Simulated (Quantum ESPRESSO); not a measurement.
# Convergence series on La4Bi2O9 (P1, 15 atoms in the cell)

```yaml
crystal:
  lattice:
    - [5.84896, 0.00000, 0.00000]
    - [-0.13302, 5.85315, 0.00000]
    - [-0.56743, -2.85736, 8.76479]
  atoms:
    - { symbol: La, position: [0.47987, 0.51013, 0.00144] }
    - { symbol: La, position: [0.01553, 0.65240, 0.29494] }
    - { symbol: La, position: [0.50532, 0.82601, 0.63818] }
    - { symbol: La, position: [0.45753, 0.14911, 0.28302] }
    - { symbol: Bi, position: [0.92787, 0.99649, 0.01709] }
    - { symbol: Bi, position: [0.07589, 0.24320, 0.60741] }
    - { symbol: O, position: [0.74008, 0.85226, 0.16770] }
    - { symbol: O, position: [0.23338, 0.33813, 0.14700] }
    - { symbol: O, position: [0.80298, 0.93264, 0.51957] }
    - { symbol: O, position: [0.72857, 0.33446, 0.15247] }
    - { symbol: O, position: [0.27383, 0.48285, 0.49123] }
    - { symbol: O, position: [0.21885, 0.81583, 0.11233] }
    - { symbol: O, position: [0.26789, 0.97878, 0.45380] }
    - { symbol: O, position: [0.68272, 0.71090, 0.83755] }
    - { symbol: O, position: [0.31869, 0.18416, 0.78094] }
```

Method of the run: PBEsol, SSSP 1.1.2 efficiency (PBE) pseudopotentials (plane waves; Quantum ESPRESSO).

The starting cell comes from a database of computed structures (which also holds hypothetical and non-ambient phases and stackings), without a prior relaxation at this level. Spin-orbit coupling is off. In the base run, with a pressure of about -4 GPa the cell is away from its equilibrium volume at this level.

Held fixed: occupations = smearing; smearing = gauss; degauss = 0.00147 Ry; input_dft = pbesol; potentials = {La: La.GGA-PBE-paw-v1.0.UPF, Bi: Bi_pbe_v1.uspp.F.UPF, O: O.pbe-n-kjpaw_psl.0.1.UPF}; K_POINTS = automatic 3 3 2 0 0 0; conv_thr = 1e-10 Ry. Moved along with it: ecutrho.

ΔF is the free energy per atom less that of the last row (55 Ry).

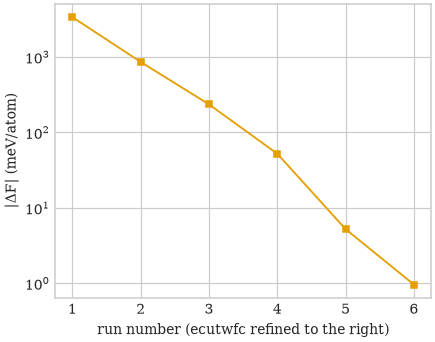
Fig. 1. Size of the energy error against the last run of the series; values under 0.01 meV/atom are drawn at 0.01.

```
ecutwfc  ΔF (meV/atom)  pressure (GPa)  largest force (eV/Å)  gap on the mesh (eV)  plane waves  iterations
-------  -------------  --------------  --------------------  --------------------  -----------  ----------
22 Ry           3382.4          -86.32                 0.382                 2.594         3546          21
28 Ry            861.1          -35.19                 0.618                 2.619         5076          21
33 Ry            236.0          -15.32                 0.657                 2.627         6506          23
38 Ry             52.3           -7.37                 0.658                 2.628         8027          25
44 Ry              5.2           -4.37                 0.652                 2.627        10011          23
50 Ry             0.96           -3.85                 0.651                 2.627        12125          23
55 Ry             0.00           -3.95                 0.652                 2.627        13976          23
```

Gap on the mesh within 0.02 eV of the last row: from ecutwfc = 28 Ry on; the one before it is off by 0.033 eV. The value it settles on is 2.627 eV at this level of theory and with the other settings as held.

The gap is read on the k-point mesh of the run and can differ from the gap over the whole zone at this level.
